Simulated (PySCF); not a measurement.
The calculation's input:

```
{"job": {"kind": "nmr", "xc": "PBE0", "basis": "pcSseg-1"}, "charge": 0, "multiplicity": 1}
C      4.098294    -0.238427    -0.077272
C      2.812504     0.508181    -0.319481
O      2.760280     1.689432    -0.566379
O      1.746255    -0.250884    -0.214443
Si     0.199711     0.370546    -0.420713
O      0.042209     1.848219     0.222597
N     -0.785939    -0.736050     0.409702
Si    -2.446516    -0.435715     0.844657
N     -3.068178     0.964977     0.051146
N     -3.263845    -1.905760     0.467066
H      3.992577    -1.275245    -0.381822
H      4.913094     0.242609    -0.610914
H      4.315823    -0.209457     0.989305
H     -0.014397     0.419911    -1.866397
H      0.797014     2.431666     0.112910
H     -0.393877    -1.623380     0.668231
H     -2.590001    -0.203275     2.278607
H     -3.252259     0.901367    -0.938454
H     -2.556910     1.815979     0.225305
H     -3.062374    -2.357952    -0.410166
H     -4.252384    -1.939799     0.647952
```

Run with:

```sh
OMP_NUM_THREADS=1 python probes_run.py task.json out
```

Geometry: GFN2-xTB.

Level of theory: PySCF, PBE0/pcSseg-1, SCF density, gas phase, non-relativistic.

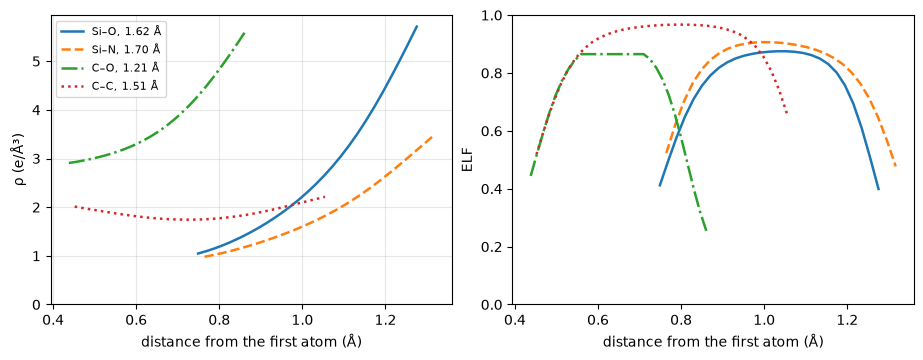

C$_{2}$H$_{11}$N$_{3}$O$_{3}$Si$_{2}$. Electron density and ELF along straight lines between neighbouring atoms. The curves leave out the atomic cores.

What can be read from the curves?

Si–O (1.62 Å): ρ is about 1.2 e/Å³ halfway; the ELF peaks at about 0.90 between the atoms; a short, strongly polar bond.
Si–N (1.70 Å): ρ is about 1.2 e/Å³ halfway; the ELF peaks at about 0.90 between the atoms, as expected for a polar covalent bond.
C–O (1.21 Å): ρ is about 3.3 e/Å³ halfway; the ELF peaks at about 0.85 between the atoms (a multiple bond).
C–C (1.51 Å): ρ is about 1.7 e/Å³ halfway; the ELF peaks at about 0.95 between the atoms: localised, covalent bonding.
